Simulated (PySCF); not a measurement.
# TPSSh/cc-pVDZ run of C3H3FS (SMILES C=C1SC1F)

Aim: the vertical ionisation energy of C3H3FS at TPSSh/cc-pVDZ, from 2 runs. Input form: a Python script.

Program for the calculation: PySCF 2.14.0.

## 1. The structure to begin with

C3H3FS has 8 atoms, charge 0, and is taken as a singlet. As SMILES, `C=C1SC1F`. The shape is that of a PBE0-D4/def2-TZVP optimisation.

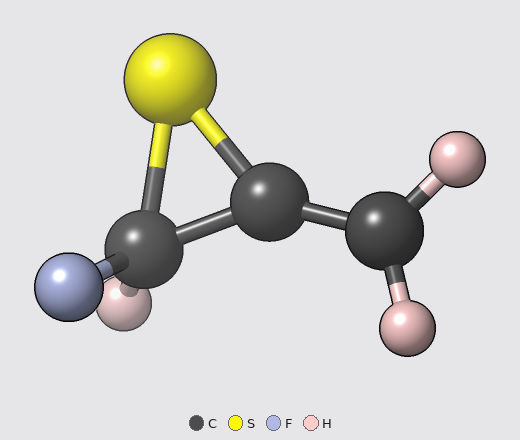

The structure, seen from a chosen angle (carbon dark grey, sulfur yellow, fluorine light blue, hydrogen pink).

## 2. The energy at TPSSh/cc-pVDZ

calc.py reads:

```python
from pyscf import gto, dft

molecule = gto.Mole()
molecule.atom = '''
C     -0.031500     1.391600     0.301800
C      0.314700     0.155900    -0.000300
S      1.613000    -0.867900    -0.524600
C     -0.139400    -1.203000    -0.166100
F     -0.953200    -1.501200    -1.202400
H     -1.053900     1.611100     0.585100
H      0.679900     2.206300     0.267300
H     -0.337300    -1.850000     0.683400
'''
molecule.basis = 'cc-pvdz'
molecule.max_memory = 1860
molecule.charge = 0
molecule.verbose = 3
molecule.build()

ks = dft.RKS(molecule, xc='tpssh')
ks.grids.level = 7
ks.conv_tol = 1e-10
ks.kernel()
if not ks.converged:
    ks = ks.newton().run(ks.mo_coeff, ks.mo_occ)

e_tot = ks.e_tot
print('E = %.10f Eh' % e_tot)
```

On the command line:

```
$ OMP_NUM_THREADS=1 python calc.py
```

What it wrote:

```text
converged SCF energy = -614.130751171417
E = -614.1307511714 Eh
```

It took 94 s on 1 thread of Arm Neoverse V2, shared host; peak memory 0.52 GiB.

## 3. The doublet cation

run.py reads:

```python
from pyscf import gto, dft

mol = gto.Mole()
mol.atom = [
    ('C', (-0.031500, 1.391600, 0.301800)),
    ('C', (0.314700, 0.155900, -0.000300)),
    ('S', (1.613000, -0.867900, -0.524600)),
    ('C', (-0.139400, -1.203000, -0.166100)),
    ('F', (-0.953200, -1.501200, -1.202400)),
    ('H', (-1.053900, 1.611100, 0.585100)),
    ('H', (0.679900, 2.206300, 0.267300)),
    ('H', (-0.337300, -1.850000, 0.683400)),
]
mol.basis = 'cc-pvdz'
mol.verbose = 4
mol.charge = 1
mol.max_memory = 1860
mol.spin = 1
mol.build()

mf = dft.UKS(mol, xc='tpssh')
mf.conv_tol = 1e-10
mf.grids.level = 7
mf.kernel()
if not mf.converged:
    mf = mf.newton().run(mf.mo_coeff, mf.mo_occ)

energy = mf.e_tot
print('Final energy', energy)
```

On the command line:

```
$ OMP_NUM_THREADS=1 python run.py
```

What it wrote:

```text
PySCF version 2.14.0

[INPUT] num. atoms = 8
[INPUT] num. electrons = 45
[INPUT] charge = 1
[INPUT] spin (= nelec alpha-beta = 2S) = 1
[INPUT] symmetry False subgroup None
[INPUT] Mole.unit = angstrom
[INPUT] Symbol           X                Y                Z      unit          X                Y                Z       unit  Magmom
[INPUT]  1 C     -0.031500000000   1.391600000000   0.301800000000 AA   -0.059526372924   2.629742874945   0.570319344394 Bohr   0.0
[INPUT]  2 C      0.314700000000   0.155900000000  -0.000300000000 AA    0.594696811401   0.294608302820  -0.000566917837 Bohr   0.0
[INPUT]  3 S      1.613000000000  -0.867900000000  -0.524600000000 AA    3.048128238923  -1.640093303510  -0.991350324947 Bohr   0.0
[INPUT]  4 C     -0.139400000000  -1.203000000000  -0.166100000000 AA   -0.263427821764  -2.273340527852  -0.313883509290 Bohr   0.0
[INPUT]  5 F     -0.953200000000  -1.501200000000  -1.202400000000 AA   -1.801286941935  -2.836856858197  -2.272206692177 Bohr   0.0
[INPUT]  6 H     -1.053900000000   1.611100000000   0.585100000000 AA   -1.991582362679   3.044537759287   1.105678755483 Bohr   0.0
[INPUT]  7 H      0.679900000000   2.206300000000   0.267300000000 AA    1.284824792092   4.169302748628   0.505123793096 Bohr   0.0
[INPUT]  8 H     -0.337300000000  -1.850000000000   0.683400000000 AA   -0.637404621816  -3.495993330445   1.291438833528 Bohr   0.0

nuclear repulsion = 208.588485313295
number of shells = 34
number of NR pGTOs = 166
number of NR cGTOs = 89
basis = cc-pvdz
ecp = {}

******** <class 'pyscf.dft.uks.UKS'> ********
method = UKS
initial guess = minao
damping factor = 0
level_shift factor = 0
DIIS = <class 'pyscf.scf.diis.CDIIS'>
diis_start_cycle = 1
diis_space = 8
diis_damp = 0
SCF conv_tol = 1e-10
SCF conv_tol_grad = None
SCF max_cycles = 50
direct_scf = True
direct_scf_tol = 1e-13
number electrons alpha = 23  beta = 22
XC library pyscf.dft.libxc version 7.0.0
    S. Lehtola, C. Steigemann, M. J.T. Oliveira, and M. A.L. Marques.,  SoftwareX 7, 1–5 (2018)
XC functionals = tpssh
radial grids:
    Treutler-Ahlrichs [JCP 102, 346 (1995); DOI:10.1063/1.469408] (M4) radial grids

becke partition: Becke, JCP 88, 2547 (1988); DOI:10.1063/1.454033
pruning grids: <function nwchem_prune>
grids dens level: 7
symmetrized grids: False
atomic radii adjust function: <function treutler_atomic_radii_adjust>
small_rho_cutoff = 0
Set gradient conv threshold to 1e-05
tot grids = 584336
init E= -614.854518225937
[... the frontier-level lines of each cycle are left out ...]

cycle= 1 E= -613.741756965363  delta_E= 1.11  |g|= 0.383  |ddm|= 2.08
cycle= 2 E= -613.324722317739  delta_E= 0.417  |g|= 1.08  |ddm|= 1.18
cycle= 3 E= -613.794984612867  delta_E= -0.47  |g|= 0.135  |ddm|= 0.96
cycle= 4 E= -613.802242332904  delta_E= -0.00726  |g|= 0.0687  |ddm|= 0.207
cycle= 5 E= -613.804813011948  delta_E= -0.00257  |g|= 0.0144  |ddm|= 0.0731
cycle= 6 E= -613.804928970087  delta_E= -0.000116  |g|= 0.00716  |ddm|= 0.018
cycle= 7 E= -613.804961138012  delta_E= -3.22e-05  |g|= 0.00325  |ddm|= 0.00846
cycle= 8 E= -613.804969180411  delta_E= -8.04e-06  |g|= 0.00234  |ddm|= 0.00617
cycle= 9 E= -613.804972591449  delta_E= -3.41e-06  |g|= 0.0013  |ddm|= 0.00368
cycle= 10 E= -613.804974023132  delta_E= -1.43e-06  |g|= 0.000258  |ddm|= 0.00193
cycle= 11 E= -613.804974089245  delta_E= -6.61e-08  |g|= 0.000138  |ddm|= 0.000554
cycle= 12 E= -613.804974097257  delta_E= -8.01e-09  |g|= 8.41e-05  |ddm|= 0.000198
cycle= 13 E= -613.804974101638  delta_E= -4.38e-09  |g|= 1.95e-05  |ddm|= 0.000119
cycle= 14 E= -613.804974101946  delta_E= -3.08e-10  |g|= 7.43e-06  |ddm|= 3.26e-05
cycle= 15 E= -613.804974101988  delta_E= -4.16e-11  |g|= 3.67e-06  |ddm|= 1.16e-05
Extra cycle  E= -613.804974101976  delta_E= 1.18e-11  |g|= 6.78e-06  |ddm|= 9.88e-06
converged SCF energy = -613.804974101976  <S^2> = 0.76639826  2S+1 = 2.0163316
Final energy -613.804974101976
```

Run time: 3.6 min. Hardware: 1 thread of Arm Neoverse V2, shared host; peak memory 0.54 GiB.

## 4. What came out

At TPSSh/cc-pVDZ:

| quantity | value |
| --- | --- |
| singlet C3H3FS: total energy | -614.13075 Eh |
| singlet C3H3FS: dipole moment | 1.43 D |
| singlet C3H3FS: HOMO energy | -6.11 eV |
| singlet C3H3FS: LUMO energy | -0.77 eV |
| singlet C3H3FS: HOMO–LUMO gap | 5.34 eV |
| doublet cation: total energy | -613.80497 Eh |
| doublet cation: HOMO energy (highest over α and β) | -13.80 eV |
| doublet cation: LUMO energy (lowest over α and β) | -11.59 eV |
| doublet cation: ⟨S²⟩ | 0.766 |
| vertical ionisation energy (to the doublet cation) | 8.865 eV |

The vertical ionisation energy comes to 8.86 eV (855 kJ/mol). The negative HOMO energy of the first species, 6.11 eV, lies 2.75 eV below that difference. Mulliken charges (doublet cation) run from -0.15 on C2 to +0.44 on S3; they depend strongly on the basis.
